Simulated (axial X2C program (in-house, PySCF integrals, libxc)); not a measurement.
**FCuF: the levels of the configuration d9 s0 p(π)0**

Aim: the spin–orbit levels of FCuF that arise from the configuration d9 s0 p(π)0 of Cu, and how they move with the bond.

Program: an in-house X2C program for linear molecules on PySCF integrals. Level of theory: two-component X2C, average-of-configuration Hartree–Fock and CI in the open shells. These are calculated values, not measurements.

All values are calculated.

### Step 1. Set-up

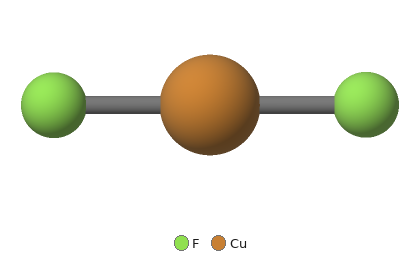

The atoms on one line, bonds 1.747 and 1.747 Å (fluorine green, copper orange).

task.json

```json
{
 "zs": [
  9,
  29,
  9
 ],
 "q": 0,
 "bas": [
  "dyall-av3z",
  "dyall-v3z",
  "dyall-av3z"
 ],
 "r0": 1.76,
 "metal": 1,
 "shells": [
  [
   2,
   [
    0,
    1,
    2
   ],
   9
  ],
  [
   0,
   [
    0
   ],
   0
  ],
  [
   1,
   [
    1
   ],
   0
  ]
 ],
 "fix": 0,
 "emax": 3.2,
 "nroots": 4
}
```

Keys: zs atomic numbers; q charge; bas basis sets; r0 starting distance in Å; metal index of the metal atom; shells open shells as [l, |m| values, electrons]; fix electron count of the first shell held; emax energy window in eV; nroots roots for each Ω.

On the command line:

```sh
python soci.py task.json out
```

Two-component X2C with atomic mean-field Coulomb and Gaunt terms, basis F dyall-av3z, Cu dyall-v3z (cores contracted in-house). Orbitals come from Hartree–Fock averaged over the configuration Cu d9 s0 p(π)0; CI then distributes these electrons over the d, s, p(π) shells of Cu.

### Step 2. CI at F–Cu–F held linear, both bonds 1.747 Å

Output:

```text
average of configuration d9 s0 p(π)0
basis functions 213  fitting functions 1146
iter      average energy  largest gradient
   1      -1850.828554504   1.89e+00
   2      -1851.908134039   5.20e-02
   3      -1851.912607464   1.40e-02
   4      -1851.913694771   1.71e-02
   5      -1851.913844842   1.98e-03
   6      -1851.913861423   1.85e-03
   7      -1851.913864993   6.21e-04
   8      -1851.913865615   1.05e-04
   9      -1851.913865700   1.82e-05
converged
CI levels
2*Omega        energy/Eh    cm-1   g(par)  dipole/D  leading shell counts
    1     -1851.93783101        0   1.904    0.000  {'9 0 0': 1.0}
    3     -1851.92316033     3220   3.973    0.000  {'9 0 0': 1.0}
    1     -1851.91795958     4361   0.096    0.000  {'9 0 0': 1.0}
    5     -1851.90000597     8302   6.002    0.000  {'9 0 0': 0.999}
    3     -1851.89227626     9998   2.027    0.000  {'9 0 0': 0.999}
```

Dipoles in the output refer to the first atom as origin.

Wall time 2.8 s (1 thread of Arm Neoverse V1, shared host); peak memory 0.39 GiB.

Active spinors (ω > 0; filled shells left out):

| shell | ω | ε (eV) | character |
| --- | --- | --- | --- |
| d | 3/2 | -19.20 | 100% Cu d |
| d | 5/2 | -18.93 | 100% Cu d |
| d | 1/2 | -18.39 | 96% Cu d |
| d | 3/2 | -18.23 | 96% Cu d |
| d | 1/2 | -17.11 | 90% Cu d, 5% Cu s |
| s | 1/2 | 0.61 | 79% Cu s, 8% F s, 8% Cu d |
| p(π) | 1/2 | 1.16 | 86% Cu p, 12% F p |
| p(π) | 3/2 | 1.17 | 86% Cu p, 12% F p |

The levels:

| Ω | energy (cm⁻¹) | g∥ | configuration |
| --- | --- | --- | --- |
| 1/2 | 0 | 1.90 | 100% d9 |
| 3/2 | 3220 | 3.97 | 100% d9 |
| 1/2 | 4361 | 0.10 | 100% d9 |
| 5/2 | 8302 | 6.00 | 100% d9 |
| 3/2 | 9998 | 2.03 | 100% d9 |

g∥ is the magnitude of 2⟨Lz + ge Sz⟩ for the +Ω component.

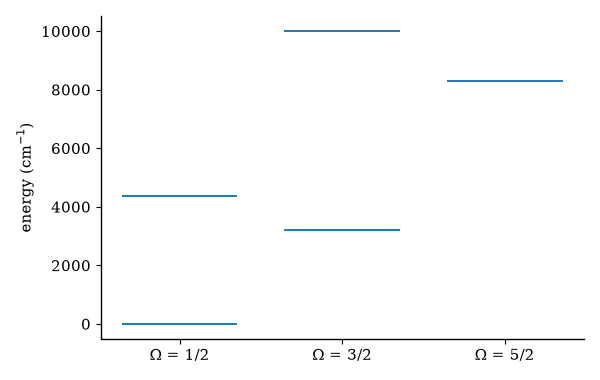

The lowest levels by Ω.

### Step 3. The same at F–Cu–F held linear, both bonds 1.817 Å

| Ω | energy (cm⁻¹) | g∥ | configuration |
| --- | --- | --- | --- |
| 1/2 | 0 | 1.90 | 100% d9 |
| 3/2 | 3095 | 3.97 | 100% d9 |
| 1/2 | 4250 | 0.10 | 100% d9 |
| 5/2 | 7688 | 6.00 | 100% d9 |
| 3/2 | 9390 | 2.03 | 100% d9 |

### Step 4. Curves along the symmetric stretch (R is each bond)

The same input was run at the other distances (logs left out). Energies in cm⁻¹ from the lowest point; levels are followed by energy order within each Ω.

```csv
R (Å),(1)Ω=1/2,(1)Ω=3/2,(2)Ω=1/2,(1)Ω=5/2,(2)Ω=3/2
1.625,3478,6584,7716,12799,14488
1.686,613,3847,4981,9439,11132
1.747,0,3220,4361,8302,9998
1.817,1279,4374,5530,8967,10669
1.887,4033,6937,8111,11118,12826
1.965,8248,10905,12103,14694,16410
2.061,14436,16783,18015,20162,21887
```

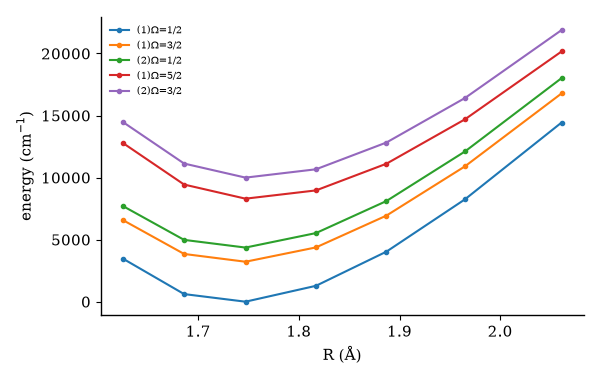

The lowest levels along the scan.

Constants where the minimum is well bracketed:

```csv
level of the curve,Te (cm⁻¹),Re (Å),ωe (cm⁻¹)
(1)Ω=1/2,0,1.736,639.5
(1)Ω=3/2,3229,1.738,618.1
(2)Ω=1/2,4369,1.738,619.5
(1)Ω=5/2,8309,1.756,604.8
(2)Ω=3/2,10006,1.756,605.2
```

### Step 5. Outcome

| quantity | value |
| --- | --- |
| lowest level of the model | Ω = 1/2, g∥ = 1.90, 100% d9 |
| next level | Ω = 3/2, 3220 cm⁻¹ higher |
| lowest curve, Re and ωe | 1.736 Å, 639.5 cm⁻¹ |

**Reading.** In the lowest level ⟨Sz⟩ = 0.45 and ⟨Lz⟩ = 0.05; its leading determinant has weight 0.99 among 1593. From 1.747 to 1.817 Å the gap from the lowest to the fifth level goes from 9998 to 9390 cm⁻¹. Without dynamic correlation distances can be off by several hundredths of an Å, and the wavenumbers are rough. There is no dynamic correlation: spin–orbit spacings and, for f shells, spacings inside one term are the most reliable numbers, splittings between terms come out too wide, and energies between configurations are not reliable, so the lowest level need not be the ground state of the molecule. For d shells the ligand-field splittings (σ, π, δ) and their order can be off by a thousand cm⁻¹ or more. At most 4 roots were kept for each Ω > 0 (twice that for Ω = 0) within 3.2 eV of the lowest, so higher up levels can be missing between those listed; levels with Ω > 0 are doubly degenerate and listed once, Ω = 0 levels singly. States that fill the shells left empty in the average are placed too high. The molecule was held linear; bending was not examined.
